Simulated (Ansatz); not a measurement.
# Ga4PN3: the cell at several levels of theory, part 2 of 2

The system is Ga4PN3 as one 8-atom ordering (I-42m) on the zincblende lattice, a generated structure that needn't be the ground state.

Ansatz 0.2.0, plane waves. Earlier steps stand in the parts before.

## 3. Relaxation with r2SCAN

Start: the result of step 2.

Input file input.yaml:

```yaml
crystal:
  lattice:
    - [-2.4062752605, 2.4062752605, 4.7414671635]
    - [2.4062752605, -2.4062752605, 4.7414671635]
    - [2.4062752605, 2.4062752605, -4.7414671635]
  atoms:
    - { symbol: "N", position: [0.25, 0.75, 0.5] }
    - { symbol: Ga, position: [0.8587151784, 0.4113415993, 0.0] }
    - { symbol: "N", position: [0.5, 0.5, 0.0] }
    - { symbol: Ga, position: [0.1412848216, 0.1412848216, 0.5526264209] }
    - { symbol: "N", position: [0.75, 0.25, 0.5] }
    - { symbol: Ga, position: [0.4113415993, 0.8587151784, 0.0] }
    - { symbol: P, position: [0.0, 0.0, 0.0] }
    - { symbol: Ga, position: [0.5886584007, 0.5886584007, 0.4473735791] }
kpoints:
  mp_grid: { grid: [8, 8, 8] }
hamiltonian:
  xc: r2scan
scf:
  occupations: { method: fermi_dirac, width: 0.02 }
relax:
  f_tol: 0.005
  cell: {}
output:
  write_density: true
  write_potential: true
  elf: true
  volumetric_format: npy
```

Launch:

```
ansatz run input.yaml --threads 4 --pin off --max-ram 6451MiB --backend cpu --events-out ev --progress --plain --runs-dir out
```

Output:

```text
Warning: RAYON_NUM_THREADS=4 ignored (pool sized by the plan → 4); use --threads N
Engine: ansatz 0.2.0, aarch64-unknown-linux-gnu
Pseudopotentials: kind: paw
Pseudopotential: N, paw, valence charge 5, recommended cutoff 500 eV (meta_gga), N.paw.azcp
Pseudopotential: Ga, paw, valence charge 13, recommended cutoff 500 eV (meta_gga), Ga.paw.azcp
Pseudopotential: P, paw, valence charge 5, recommended cutoff 500 eV (meta_gga), P.paw.azcp
Functional definition: r2SCAN
  parameter k0 = 0.174
  parameter k1 = 0.065
  parameter a1 = 4.9479
  exchange = r2scan_x(k0 = k0, k1 = k1, a1 = a1)
  correlation = r2scan_c
Crystal: 8 atoms, lattice volume = 109.815 Å³
Basis set: ecut = 500 eV, 2801 PW (Γ), exchange–correlation on 180×180×180 points (64 copies of the dense FFT grid, shifted against one another)
Bands: 44, of which v1, the nominal top of the filled ones, is band 36 counted from 1 (35 counted from 0)
Symmetry: 8 space group operations
Space group: I-42m (ITA 121), of the structure as read, at distance tolerance 4.8e-5 Å
k-points: 59 of 512 (time reversal used)
Non-local potential: N, projectors of the file, l = 0: 2, l = 1: 2, l = 2: 1
Non-local potential: Ga, projectors of the file, l = 0: 2, l = 1: 2, l = 2: 3, l = 3: 1
Non-local potential: P, projectors of the file, l = 0: 2, l = 1: 2, l = 2: 2
PAW form: soft (Blöchl's): semilocal exchange-correlation on the pseudo side does not see the compensation charge
PAW frozen core: N, regenerated for the run's functional (the file was generated under x = pbe(κ = 0.804, μ = 0.2195149727645171), c = pbe(β = 0.06672455060314922))
PAW frozen core: Ga, regenerated for the run's functional (the file was generated under x = pbe(κ = 0.804, μ = 0.2195149727645171), c = pbe(β = 0.06672455060314922))
PAW frozen core: P, regenerated for the run's functional (the file was generated under x = pbe(κ = 0.804, μ = 0.2195149727645171), c = pbe(β = 0.06672455060314922))
PAW one-centre angular grid: N, 302 points (default); XC on 160 Gauss nodes
PAW one-centre angular grid: Ga, 590 points (default); XC on 160 Gauss nodes
PAW one-centre angular grid: P, 302 points (default); XC on 160 Gauss nodes
Initial density: superposition of atomic densities (neutral atoms: chi_scale 0, normalization atom), corrected by the library's trained network
Initial wavefunctions: pseudopotential atomic-orbital guess
Functional: x = r2scan, c = r2scan; τ floored in thin density (d = 2e-4 eV/Å³)
SCF iter   1: F=—  HF=-17078.068205 eV  |F-HF|=—  |Δ(HF+E_count)|=         —  Δρ=1.11e-2  dr2=6.92e-2  dr2_τ=2.19e-1  ethr=1.77e-3  ⟨swp⟩=7.2  Hψ=10740  notcnv=0  defer=1
preconditioner: auto → Resta (q_TF=auto, 2.543 Å⁻¹)  ε∞=4.4  [insulator: Δε(μ)=1.018 eV  Ē_g=16.274 eV  σ=0.020 eV  W_gap=1.00  n_scr=30 (ndim 8)  ℏωp=30.1 eV  f_vac=0.002  D(μ)=0.00/eV (n_scr^D=0)  ε∞_Penn≈4.4]
SCF iter   2: F=—  HF=-17078.157343 eV  |F-HF|=—  |Δ(HF+E_count)|=   8.91e-2  Δρ=4.82e-3  dr2=1.70e-2  dr2_τ=6.01e-4  ethr=9.60e-5  ⟨swp⟩=3.0  Hψ=5932  notcnv=0  defer=97
SCF iter   3: F=—  HF=-17078.156385 eV  |F-HF|=—  |Δ(HF+E_count)|=   9.57e-4  Δρ=3.12e-3  dr2=5.07e-3  dr2_τ=1.96e-4  ethr=2.37e-5  ⟨swp⟩=3.0  Hψ=4920  notcnv=0  defer=97
SCF iter   4: F=—  HF=-17078.156344 eV  |F-HF|=—  |Δ(HF+E_count)|=   4.12e-5  Δρ=4.41e-4  dr2=2.84e-4  dr2_τ=7.80e-5  ethr=7.04e-6  ⟨swp⟩=3.0  Hψ=4998  notcnv=0  defer=97
SCF iter   5: F=—  HF=-17078.156348 eV  |F-HF|=—  |Δ(HF+E_count)|=   4.40e-6  Δρ=2.07e-4  dr2=3.46e-5  dr2_τ=2.90e-6  ethr=3.94e-7  ⟨swp⟩=2.0  Hψ=4622  notcnv=0  defer=97
SCF iter   6: F=—  HF=-17078.156385 eV  |F-HF|=—  |Δ(HF+E_count)|=   3.63e-5  Δρ=7.63e-5  dr2=8.38e-6  dr2_τ=6.32e-7  ethr=4.80e-8  ⟨swp⟩=3.3  Hψ=5162  notcnv=0  defer=97
SCF iter   7: F=—  HF=-17078.156384 eV  |F-HF|=—  |Δ(HF+E_count)|=   9.74e-7  Δρ=2.00e-5  dr2=4.88e-7  dr2_τ=3.80e-8  ethr=1.16e-8  ⟨swp⟩=2.1  Hψ=4475  notcnv=0  defer=97
SCF iter   8: F=-17078.156384 eV  HF=-17078.156384 eV  |F-HF|=4.50e-8  |Δ(HF+E_count)|=   1.20e-8  Δρ=8.27e-6  dr2=8.37e-8  dr2_τ=1.28e-8  ethr=1.39e-10  ⟨swp⟩=9.6  Hψ=18818  notcnv=0
SCF 1 converged in 8 iterations: F = -17078.156384 eV  dr2 = 8.37e-8
  Residual-converged pass: ⟨swp⟩=1.1  Hψ=2836  notcnv=0  max |occ|·‖R‖ = 7.1e-9 eV (tolerance 1.0e-8 eV)  dr2=8.37e-8  dr2_τ=1.28e-8  dr2_onsite=6.11e-9  max |Δocc| = 1.0e-21
relax step   1: F+E_penalty+E_count = -17078.15638369 eV  Δ(F+E_penalty+E_count) = +0.000e0 eV  max|allowed force component| = 1.858e-2 eV/Å  Δτ_max = 0.0000 Å  P = -4.745 GPa  Ω = 109.815 Å³  (8 SCF iters, dr2 threshold 1.00e-7 eV, accepted)
Crystal: 8 atoms, lattice volume = 107.379 Å³
Basis set: ecut = 500 eV, 2745 PW (Γ), exchange–correlation on 180×180×180 points (64 copies of the dense FFT grid, shifted against one another)
Initial density: handed on by an earlier stage of this run
Initial wavefunctions: those handed on with the density
iter 1 solved again at ethr=9.19e-6 eV; its pass at ethr=3.10e-3 eV (dr2=6.62e-3 eV) is discarded
SCF iter   1: F=—  HF=-17078.189689 eV  |F-HF|=—  |Δ(HF+E_count)|=         —  Δρ=2.25e-3  dr2=6.69e-3  dr2_τ=8.83e-3  ethr=9.19e-6  ⟨swp⟩=2.8  Hψ=14151  notcnv=0
preconditioner: auto → Resta (q_TF=auto, 2.552 Å⁻¹)  ε∞=4.5  [insulator: Δε(μ)=1.100 eV  Ē_g=16.280 eV  σ=0.020 eV  W_gap=1.00  n_scr=30 (ndim 8)  ℏωp=30.4 eV  f_vac=0.000  D(μ)=0.00/eV (n_scr^D=0)  ε∞_Penn≈4.5]
SCF iter   2: F=—  HF=-17078.206258 eV  |F-HF|=—  |Δ(HF+E_count)|=   1.66e-2  Δρ=1.22e-3  dr2=2.37e-3  dr2_τ=3.79e-5  ethr=9.19e-6  ⟨swp⟩=2.6  Hψ=5233  notcnv=0
SCF iter   3: F=—  HF=-17078.206060 eV  |F-HF|=—  |Δ(HF+E_count)|=   1.98e-4  Δρ=6.65e-4  dr2=4.72e-4  dr2_τ=4.11e-5  ethr=3.29e-6  ⟨swp⟩=2.0  Hψ=4924  notcnv=0
SCF iter   4: F=—  HF=-17078.205952 eV  |F-HF|=—  |Δ(HF+E_count)|=   1.08e-4  Δρ=2.23e-4  dr2=4.60e-5  dr2_τ=7.00e-6  ethr=6.56e-7  ⟨swp⟩=2.0  Hψ=4816  notcnv=0
SCF iter   5: F=—  HF=-17078.205947 eV  |F-HF|=—  |Δ(HF+E_count)|=   5.35e-6  Δρ=8.22e-5  dr2=1.03e-5  dr2_τ=1.74e-7  ethr=6.39e-8  ⟨swp⟩=2.0  Hψ=4595  notcnv=0
SCF iter   6: F=—  HF=-17078.205947 eV  |F-HF|=—  |Δ(HF+E_count)|=   6.58e-7  Δρ=4.56e-5  dr2=1.93e-6  dr2_τ=1.55e-7  ethr=1.43e-8  ⟨swp⟩=2.0  Hψ=4706  notcnv=0
SCF iter   7: F=-17078.205947 eV  HF=-17078.205947 eV  |F-HF|=1.08e-7  |Δ(HF+E_count)|=  8.15e-10  Δρ=1.53e-5  dr2=2.45e-7  dr2_τ=5.51e-9  ethr=1.11e-9  ⟨swp⟩=9.9  Hψ=17910  notcnv=0
SCF 2 converged in 7 iterations: F = -17078.205947 eV  dr2 = 2.45e-7
  Residual-converged pass: ⟨swp⟩=1.0  Hψ=2833  notcnv=0  max |occ|·‖R‖ = 7.0e-9 eV (tolerance 1.0e-8 eV)  dr2=2.45e-7  dr2_τ=5.51e-9  dr2_onsite=3.36e-8  max |Δocc| = 1.4e-22
relax step   2: F+E_penalty+E_count = -17078.20594739 eV  Δ(F+E_penalty+E_count) = -4.956e-2 eV  max|allowed force component| = 1.168e-2 eV/Å  Δτ_max = 0.0007 Å  P = -1.555 GPa  Ω = 107.379 Å³  energy of the carried Pulay correction = +1.168e-3 eV  (7 SCF iters, dr2 threshold 8.00e-7 eV, accepted)
Crystal: 8 atoms, lattice volume = 106.222 Å³
Basis set: ecut = 500 eV, 2697 PW (Γ), exchange–correlation on 180×180×180 points (64 copies of the dense FFT grid, shifted against one another)
iter 1 solved again at ethr=2.25e-6 eV; its pass at ethr=3.10e-3 eV (dr2=1.62e-3 eV) is discarded
SCF iter   1: F=—  HF=-17078.207897 eV  |F-HF|=—  |Δ(HF+E_count)|=         —  Δρ=1.15e-3  dr2=1.60e-3  dr2_τ=2.19e-3  ethr=2.25e-6  ⟨swp⟩=2.2  Hψ=12335  notcnv=0
preconditioner: auto → Resta (q_TF=auto, 2.557 Å⁻¹)  ε∞=4.5  [insulator: Δε(μ)=1.125 eV  Ē_g=16.340 eV  σ=0.020 eV  W_gap=1.00  n_scr=30 (ndim 8)  ℏωp=30.6 eV  f_vac=0.000  D(μ)=0.00/eV (n_scr^D=0)  ε∞_Penn≈4.5]
SCF iter   2: F=—  HF=-17078.211974 eV  |F-HF|=—  |Δ(HF+E_count)|=   4.08e-3  Δρ=6.34e-4  dr2=5.93e-4  dr2_τ=8.45e-6  ethr=2.23e-6  ⟨swp⟩=2.0  Hψ=5192  notcnv=0
SCF iter   3: F=—  HF=-17078.211950 eV  |F-HF|=—  |Δ(HF+E_count)|=   2.32e-5  Δρ=3.92e-4  dr2=1.65e-4  dr2_τ=1.52e-5  ethr=8.24e-7  ⟨swp⟩=2.0  Hψ=4681  notcnv=0
SCF iter   4: F=—  HF=-17078.211904 eV  |F-HF|=—  |Δ(HF+E_count)|=   4.61e-5  Δρ=1.06e-4  dr2=9.24e-6  dr2_τ=1.48e-6  ethr=2.30e-7  ⟨swp⟩=2.0  Hψ=4558  notcnv=0
SCF iter   5: F=—  HF=-17078.211905 eV  |F-HF|=—  |Δ(HF+E_count)|=   5.38e-7  Δρ=4.07e-5  dr2=2.44e-6  dr2_τ=6.37e-8  ethr=1.28e-8  ⟨swp⟩=2.0  Hψ=4585  notcnv=0
SCF iter   6: F=-17078.211905 eV  HF=-17078.211905 eV  |F-HF|=3.76e-7  |Δ(HF+E_count)|=   1.28e-7  Δρ=2.73e-5  dr2=7.12e-7  dr2_τ=5.85e-8  ethr=1.11e-9  ⟨swp⟩=10.0  Hψ=20247  notcnv=0
SCF 3 converged in 6 iterations: F = -17078.211905 eV  dr2 = 7.12e-7
relax step   3: F+E_penalty+E_count = -17078.21190460 eV  Δ(F+E_penalty+E_count) = -5.957e-3 eV  max|allowed force component| = 3.793e-3 eV/Å  Δτ_max = 0.0017 Å  P = +0.091 GPa  Ω = 106.222 Å³  energy of the carried Pulay correction = +1.733e-3 eV  (6 SCF iters, dr2 threshold 8.00e-7 eV, accepted)
Crystal: 8 atoms, lattice volume = 106.285 Å³
iter 1 solved again at ethr=1.21e-8 eV; its pass at ethr=3.10e-3 eV (dr2=8.75e-6 eV) is discarded
SCF iter   1: F=—  HF=-17078.211878 eV  |F-HF|=—  |Δ(HF+E_count)|=         —  Δρ=9.41e-5  dr2=8.64e-6  dr2_τ=8.67e-6  ethr=1.21e-8  ⟨swp⟩=2.0  Hψ=11640  notcnv=0
preconditioner: auto → Resta (q_TF=auto, 2.557 Å⁻¹)  ε∞=4.5  [insulator: Δε(μ)=1.122 eV  Ē_g=16.333 eV  σ=0.020 eV  W_gap=1.00  n_scr=30 (ndim 8)  ℏωp=30.6 eV  f_vac=0.000  D(μ)=0.00/eV (n_scr^D=0)  ε∞_Penn≈4.5]
SCF iter   2: F=—  HF=-17078.211893 eV  |F-HF|=—  |Δ(HF+E_count)|=   1.50e-5  Δρ=4.61e-5  dr2=2.38e-6  dr2_τ=6.14e-8  ethr=1.20e-8  ⟨swp⟩=2.0  Hψ=4720  notcnv=0
SCF iter   3: F=—  HF=-17078.211893 eV  |F-HF|=—  |Δ(HF+E_count)|=   2.09e-7  Δρ=1.79e-5  dr2=3.30e-7  dr2_τ=2.76e-8  ethr=3.30e-9  ⟨swp⟩=2.0  Hψ=4468  notcnv=0
SCF iter   4: F=—  HF=-17078.211893 eV  |F-HF|=—  |Δ(HF+E_count)|=   4.15e-8  Δρ=8.89e-6  dr2=9.38e-8  dr2_τ=1.28e-8  ethr=4.58e-10  ⟨swp⟩=2.3  Hψ=4678  notcnv=0
SCF iter   5: F=—  HF=-17078.211893 eV  |F-HF|=—  |Δ(HF+E_count)|=   1.85e-8  Δρ=4.83e-6  dr2=3.23e-8  dr2_τ=3.54e-10  ethr=1.30e-10  ⟨swp⟩=2.9  Hψ=4806  notcnv=0
SCF iter   6: F=-17078.211893 eV  HF=-17078.211893 eV  |F-HF|=8.77e-10  |Δ(HF+E_count)|=   5.58e-9  Δρ=9.50e-7  dr2=1.12e-9  dr2_τ=4.03e-11  ethr=3.28e-11  ⟨swp⟩=8.0  Hψ=14524  notcnv=0
SCF 4 converged in 6 iterations: F = -17078.211893 eV  dr2 = 1.12e-9
relax step   4: F+E_penalty+E_count = -17078.21189299 eV  Δ(F+E_penalty+E_count) = +1.161e-5 eV  max|allowed force component| = 5.156e-4 eV/Å  Δτ_max = 0.0002 Å  P = -0.002 GPa  Ω = 106.285 Å³  energy of the carried Pulay correction = +1.701e-3 eV  (6 SCF iters, dr2 threshold 2.36e-8 eV, accepted)
Initial wavefunctions: pseudopotential atomic-orbital guess (no wavefunctions were taken with the density)
iter 1 solved again at ethr=9.51e-8 eV; its pass at ethr=3.10e-3 eV (dr2=6.85e-5 eV) is discarded
SCF iter   1: F=—  HF=-17078.210231 eV  |F-HF|=—  |Δ(HF+E_count)|=         —  Δρ=6.22e-5  dr2=1.07e-6  dr2_τ=9.29e-7  ethr=9.51e-8  ⟨swp⟩=3.9  Hψ=18993  notcnv=0
SCF iter   2: F=—  HF=-17078.210290 eV  |F-HF|=—  |Δ(HF+E_count)|=   5.95e-5  Δρ=4.38e-5  dr2=7.78e-7  dr2_τ=5.94e-8  ethr=1.49e-9  ⟨swp⟩=2.0  Hψ=4707  notcnv=0
SCF iter   3: F=—  HF=-17078.210291 eV  |F-HF|=—  |Δ(HF+E_count)|=   1.93e-7  Δρ=9.09e-6  dr2=4.38e-8  dr2_τ=1.28e-8  ethr=1.08e-9  ⟨swp⟩=2.0  Hψ=4485  notcnv=0
SCF iter   4: F=—  HF=-17078.210291 eV  |F-HF|=—  |Δ(HF+E_count)|=   6.32e-8  Δρ=1.97e-6  dr2=2.87e-9  dr2_τ=7.34e-10  ethr=6.08e-11  ⟨swp⟩=2.0  Hψ=4720  notcnv=0
SCF iter   5: F=—  HF=-17078.210291 eV  |F-HF|=—  |Δ(HF+E_count)|=   2.92e-9  Δρ=5.80e-7  dr2=1.57e-10  dr2_τ=2.79e-11  ethr=3.98e-12  ⟨swp⟩=2.0  Hψ=4720  notcnv=0
SCF iter   6: F=-17078.210291 eV  HF=-17078.210291 eV  |F-HF|=0.00e0  |Δ(HF+E_count)|=  7.39e-10  Δρ=2.52e-7  dr2=3.63e-11  dr2_τ=4.20e-12  ethr=1.00e-12  ⟨swp⟩=7.8  Hψ=14338  notcnv=0
SCF 5 converged in 6 iterations: F = -17078.210291 eV  dr2 = 3.63e-11
relax step   5: F+E_penalty+E_count = -17078.21029052 eV  Δ(F+E_penalty+E_count) = +1.602e-3 eV  max|allowed force component| = 5.162e-4 eV/Å  Δτ_max = 0.0000 Å  P = -0.010 GPa  Ω = 106.285 Å³  stress off target by 1.07e-2 GPa  SCF on the basis re-selected at this cell (its energy is not comparable with the rows above)  (6 SCF iters)
basis re-selected at this cell: Δ(F+E_penalty+E_count) = +1.602e-3 eV, ΔP = -0.008 GPa vs the last step (what re-selecting the basis moved, of the pressure what is left beyond the Pulay correction that the steps carried, after the strain that the cell walked since its last selection, with what the two solves' SCF thresholds leave and, on support functions, any second-order correction that the steps lacked; it is no measure of the basis error at this ecutwfc). This SCF's stress stands 1.07e-2 GPa from its target on what of the cell is left free (relax.cell.stress_tol is 5.00e-2 GPa) and its largest allowed force component is 5.16e-4 eV/Å (relax.f_tol is 5.00e-3 eV/Å): within both
SCF converged after 6 iterations
Free energy (F): -17078.210291 eV
Harris-Foulkes:  -17078.210291 eV  (|F-HF|=0.00e0)
Internal energy: -17078.210291 eV  (E = F + TS)
E sigma→0 (E₀):  -17078.210291 eV
Fermi energy:    9.436842 eV
--- Per-component energies (eV) ---
  E_band       = -123.082679
  E_kinetic    = 924.430703
  E_local      = -8214.799759  (includes V_loc(G=0)·N_el)
  E_nonlocal   = 1889.717211
  E_hartree    = 3795.850055
  E_xc         = -486.017864
  E_vxc        = -555.287445  (∫ρ·V_xc dr)
  E_paw        = -8990.639118  (= ΣΔE_a)
  E_vpaw       = -1788.350363  (= ΣTr[D̂ρ^β])
  E_aug_tail   = -0.000120  (compensation charges beyond the density's cutoff)
  E_vtau       = 29.506978  (kinetic-family band-sum trace: ∫τ·v_τ [+ j·A + Jᵃ·Aᵃ] dr)
  E_ewald      = -5993.959584
  E_core_change = -2.791815  (= ΣΔE_core)
  E_smearing   = -0.000000  (= −TS)
  E_closure    = 0.000000  (closes the sum)
  Σ components = -17078.210291   (vs F -17078.210291, Δ=0.00e0)
--- Forces (eV/Å), atoms counted from 1 ---
  atom   1  N      0.00000000    -0.00000000    -0.00000000
  atom   2  Ga     0.00028136    -0.00028136     0.00051621
  atom   3  N     -0.00000000     0.00000000    -0.00000000
  atom   4  Ga     0.00028136     0.00028136    -0.00051621
  atom   5  N     -0.00000000     0.00000000     0.00000000
  atom   6  Ga    -0.00028136     0.00028136     0.00051621
  atom   7  P     -0.00000000     0.00000000     0.00000000
  atom   8  Ga    -0.00028136    -0.00028136    -0.00051621
  max |Σ_I F_I| component: 4.21e-17 eV/Å
--- Stress (GPa, compression-positive) ---
       -0.010701      -0.000000      -0.000000
       -0.000000      -0.010701       0.000000
       -0.000000       0.000000      -0.009436
  P = ⅓ Tr σ = -0.0103 GPa (-0.103 kbar)
--- Band table (eV; the first three rows and the last of 59) ---
  k-point 0: bands = ["-7.6540", "-7.0044", "-6.8813", "-5.6428", "-5.5595", "-5.5474", "-5.5474", "-5.5226", "-5.4159", "-5.4093", "-5.4093", "-5.3544", "-5.3544", "-5.3437", "-5.3055", "-5.2932", "-5.2932", "-5.2818", "-5.2493", "-5.2493", "-5.2431", "-3.6912", "-3.6141", "-0.7635", "2.3001", "2.7071", "2.7071", "4.8457", "4.8457", "4.8526", "5.2778", "5.9717", "5.9717", "8.8290", "8.8627", "8.8627", "9.9846", "12.5113", "13.5931", "14.4384", "15.0673", "15.9353", "15.9353", "17.6117"]
  k-point 1: bands = ["-7.5926", "-7.0057", "-6.8978", "-5.6577", "-5.5512", "-5.5383", "-5.5210", "-5.4809", "-5.4189", "-5.4105", "-5.3928", "-5.3660", "-5.3622", "-5.3389", "-5.3040", "-5.3000", "-5.2985", "-5.2760", "-5.2611", "-5.2514", "-5.2469", "-3.7111", "-3.7001", "-0.9043", "2.2606", "2.6573", "2.7191", "4.5928", "4.7712", "5.1705", "5.7964", "5.8640", "6.2899", "7.7911", "8.6142", "8.8403", "10.7807", "13.0830", "14.0678", "14.5673", "15.0990", "15.3292", "16.0509", "17.0096"]
  k-point 2: bands = ["-7.4527", "-7.0091", "-6.9425", "-5.6809", "-5.5395", "-5.5130", "-5.5119", "-5.4707", "-5.4403", "-5.4012", "-5.3851", "-5.3574", "-5.3442", "-5.3163", "-5.3128", "-5.2965", "-5.2749", "-5.2673", "-5.2577", "-5.2554", "-5.1625", "-3.9150", "-3.7694", "-1.1732", "1.8991", "2.4315", "2.6794", "4.3498", "5.2123", "5.8542", "6.0354", "6.2414", "6.6793", "7.0167", "8.0782", "8.7689", "11.9444", "13.6405", "13.9221", "14.7221", "15.2924", "15.4463", "16.0075", "16.7840"]
  k-point 58: bands = ["-7.2960", "-7.1861", "-6.8831", "-5.7109", "-5.4945", "-5.4945", "-5.4512", "-5.4307", "-5.4307", "-5.4127", "-5.4127", "-5.3942", "-5.3608", "-5.3022", "-5.3022", "-5.2976", "-5.2636", "-5.2377", "-5.2362", "-5.2362", "-4.9900", "-4.6805", "-3.7595", "-1.5036", "2.2692", "2.2692", "4.2162", "5.8571", "5.8902", "5.8902", "5.9817", "6.4355", "6.5888", "6.5888", "7.9814", "7.9814", "11.2028", "11.9669", "12.7033", "14.0178", "14.0178", "14.5251", "14.5542", "14.9892"]
--- Relaxed structure (4 steps of the walk, 4 accepted, 1 SCFs on fresh bases) ---
  F+E_penalty+E_count = -17078.21029052 eV   max|allowed force component| = 5.162e-4 eV/Å   (the final SCF, on the basis selected at the relaxed cell)
  cell:  # Å, volume = 106.2852 Å³
    - [-2.3797459090812225, 2.3797459090812225, 4.691931124625024]
    - [2.3797459090812225, -2.3797459090812225, 4.691931124625024]
    - [2.3797459090812225, 2.3797459090812225, -4.691931124625024]
  atoms:
    - { symbol: N, position: [0.25, 0.75, 0.49999999999999994] }
    - { symbol: Ga, position: [0.8586653429972193, 0.4116748398788308, 0.0] }
    - { symbol: N, position: [0.5, 0.5, 5.280149955152422e-22] }
    - { symbol: Ga, position: [0.14133465700278072, 0.14133465700278072, 0.5530094968816115] }
    - { symbol: N, position: [0.75, 0.25, 0.49999999999999994] }
    - { symbol: Ga, position: [0.4116748398788308, 0.8586653429972193, 0.0] }
    - { symbol: P, position: [-5.0020218859036366e-21, -4.4740068903883656e-21, 5.280149955152606e-22] }
    - { symbol: Ga, position: [0.5883251601211692, 0.5883251601211692, 0.44699050311838845] }
```

It took 2.3 min on 4 threads of Arm Neoverse N1, shared host; peak memory 1 GiB.

Step by step:

```tsv
step	energy change (meV/atom)	largest force (eV/Å)	pressure (GPa)	volume (Å³/atom)
1	0.0	0.0186	-4.75	13.727
2	-6.2	0.0117	-1.56	13.422
3	-6.9	0.0038	0.09	13.278
4	-6.9	0.0005	0.00	13.286
5	-6.7	0.0005	-0.01	13.286
```

Step 5 solves the same cell on a plane-wave basis chosen anew, so the energy can jump there without a move.

The table lists every geometry solved, with passes on a fresh basis, whose energies don't compare exactly with the rows above.

|  | before | after | change |
| --- | --- | --- | --- |
| a (Å) | 4.813 | 4.759 | -1.10 % |
| c (Å) | 9.483 | 9.384 | -1.04 % |
| volume (Å³/atom) | 13.727 | 13.286 | -3.21 % |
| shortest distance (Å) | 1.989 | 1.968 | -1.09 % |
| space group | I-42m | I-42m | same |

The maps below are laid out on this run's own conventional cell (a, b, c = 4.759, 4.759, 9.384 Å).

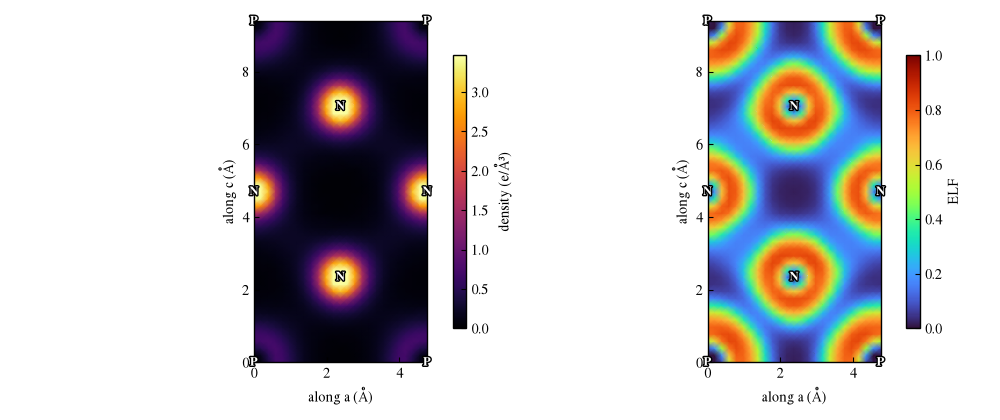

Density (left) and ELF (right) in a lattice plane of the grid's cell (edges 4.76 and 9.38 Å, at 0.000 of the third edge), which holds N and P. Only atoms in the plane are labelled. Both are smooth fields of the valence electrons: close to the nuclei they are not physical.

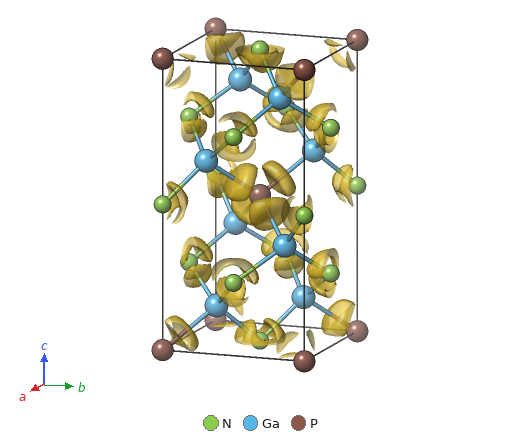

Surface of ELF = 0.80, drawn in one cell.

Maxima of ELF outside the ion cores: 0.91 on the P–Ga line, 0.8 Å from P; 0.86 on the N–Ga line, 0.7 Å from N.

## 4. Results

What follows sums up all 2 parts.

| level | a (Å) | c (Å) | volume (Å³/atom) | space group | SCF geometries |
| --- | --- | --- | --- | --- | --- |
| PBE | 4.813 | 9.483 | 13.727 | I-42m | 10 |
| r2SCAN | 4.759 | 9.384 | 13.286 | I-42m | 5 |

**Reading.** The first relaxation changed the volume by +24.3 % from the start. The volume runs from r2SCAN (least) to PBE (most), a spread of 3.3 %, or 1.1 % in length if all axes shared it alike.
